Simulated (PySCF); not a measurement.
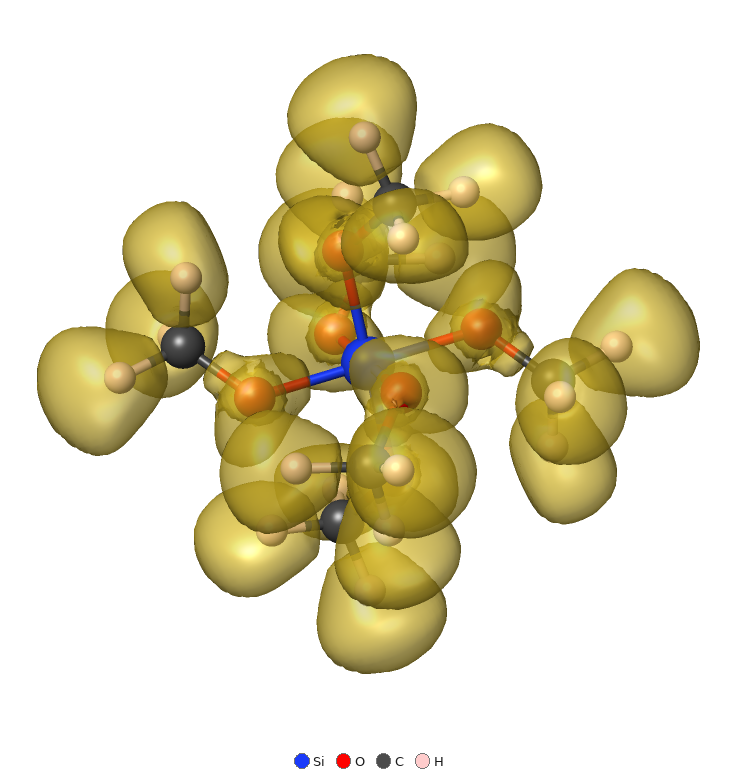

Figure. C6H18O6Si (charge −2). Isosurface of the ELF at 0.75 (yellow), seen at a tilt. Only the valence region is drawn (cores and ρ < 0.01 e/Å³ removed).

Geometry: PBE0-D3(BJ)/def2-SVP.

Method: PBE0/pcSseg-1, SCF density, gas phase, non-relativistic (PySCF).

The calculation's input:

```
{"job": {"kind": "nmr", "xc": "PBE0", "basis": "pcSseg-1"}, "charge": -2, "multiplicity": 1}
Si    -0.003641    -0.005162    -0.001812
O      0.213866     0.152623     1.782508
C      0.974434     1.122122     2.351392
H      2.041661     1.094196     2.026909
H      0.977237     1.021102     3.469338
H      0.623080     2.156823     2.125132
O     -0.220350    -0.165355    -1.786544
C     -0.995862    -1.123575    -2.354575
H     -0.694947    -2.160958    -2.076734
H     -0.947358    -1.062843    -3.474434
H     -2.074929    -1.044018    -2.079042
O      1.787368     0.099922    -0.201744
C      2.378218     0.808259    -1.197643
H      2.024744     0.520131    -2.214866
H      3.490519     0.657432    -1.187594
H      2.207920     1.909879    -1.124272
O     -1.793564    -0.112600     0.195291
C     -2.386773    -0.796212     1.206736
H     -2.146871    -1.886487     1.204951
H     -3.504225    -0.714699     1.140272
H     -2.098681    -0.431388     2.220700
O     -0.098822     1.788025    -0.179262
C     -1.081463     2.411109    -0.877709
H     -1.104543     2.130276    -1.958055
H     -0.951253     3.525362    -0.840197
H     -2.106768     2.196077    -0.494252
O      0.093242    -1.798952     0.176650
C      1.078815    -2.420997     0.871627
H      2.102931    -2.195270     0.491382
H      0.956355    -3.535959     0.824647
H      1.098239    -2.149563     1.954680
```

Command:

```sh
OMP_NUM_THREADS=1 python probes_run.py task.json out
```

Q: Where are the electrons localised?

A: At this value the surface marks out 18 regions around hydrogen nuclei and six regions on O in which the atom's valence shell and bonds are merged.

Values along the shortest contacts:
C–O (1.36 Å): the ELF peaks at about 0.90 between the atoms (a shared but strongly polarised pair). Si–O (1.80 Å): the ELF peaks at about 0.90 between the atoms, as expected for a polar covalent bond.
